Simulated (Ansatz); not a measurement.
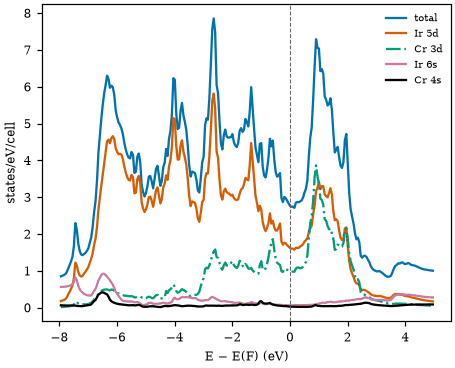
Figure. Total and projected density of states of CrIr3 (Cu3Au type, Pm-3m), DFT-PBEsol in the program Ansatz with PAW potentials

### Question
Which orbitals carry the states next to the Fermi level?

### Answer
Within 0.5 eV of the Fermi level: Ir 5d 59 %, Cr 3d 36 %. Projections are on Löwdin-orthogonalised atomic valence shells; empty p or d shells of many metals are not among them.

### Question
Where is the tallest occupied peak in this window, and what makes it?

### Answer
Near -2.6 eV, about 7.9 states/eV per cell; the largest projected share is Ir 5d.

The first step of the workflow began from a Materials Project structure, measured or hypothetical; the Crystallography Open Database copy checked does not list it. With Cr and Ir taken as one species the cell has the higher symmetry Fm-3m, so it may be an ordered model of a mixed-site phase. Its standing as an ambient phase is unchecked. The PBEsol relaxation kept the symmetry of its start; whether a distortion lowers the energy is not shown. The final state is ferromagnetic, chosen from 4 collinear starts compared on coarse meshes (ties went to the first, and starts can fall back to one state), not a proven ground state. Scalar-relativistic: spin–orbit coupling is off unless named, which matters more the heavier the elements.

Potentials: the later of the program's two PAW sets.
